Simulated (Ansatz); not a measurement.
**GaCl3 (gallium trichloride (monomer)): the energy, rung by rung**

The species is GaCl3 (4 atoms), meant as a singlet with charge 0. As SMILES, `[Cl][Ga]([Cl])[Cl]`. Geometry: optimised at B3LYP/def2-SVP.

Each level gives the adiabatic ionisation energy (to the doublet cation, shapes relaxed at B3LYP/def2-SVP, no zero-point term) (eV). The values are calculated.

```tsv
level	kind	program	value (eV)
HF/def2-SVP	Hartree–Fock	Ansatz	11.00
BLYP/def2-SVP	GGA	Ansatz	10.56
PBE/def2-SVP	GGA	Ansatz	10.77
r2SCAN/def2-SVP	meta-GGA	Ansatz	11.11
CAM-B3LYP/def2-SVP	range-separated hybrid	Ansatz	11.26
B2PLYP/def2-SVP	double hybrid	Ansatz	11.07
RPA@PBE/def2-SVP	RPA	Ansatz	10.66
MP2/def2-SVP	perturbation theory	Ansatz	11.19
```

All-electron rows without a relativistic Hamiltonian named are non-relativistic. The values span 10.56 to 11.26 eV. In the correlated wave-function rows the outer d shell of Ga is correlated, in sets not made for it.

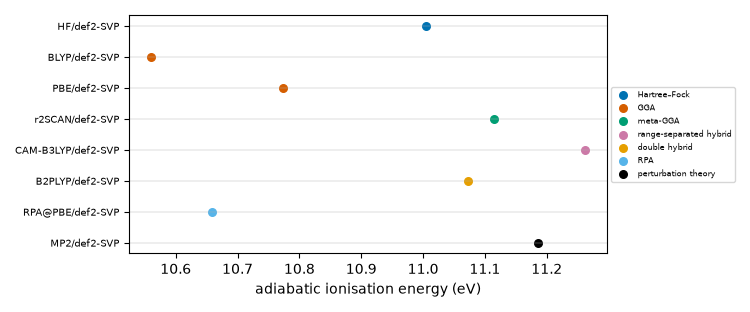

The values of the table, level by level.
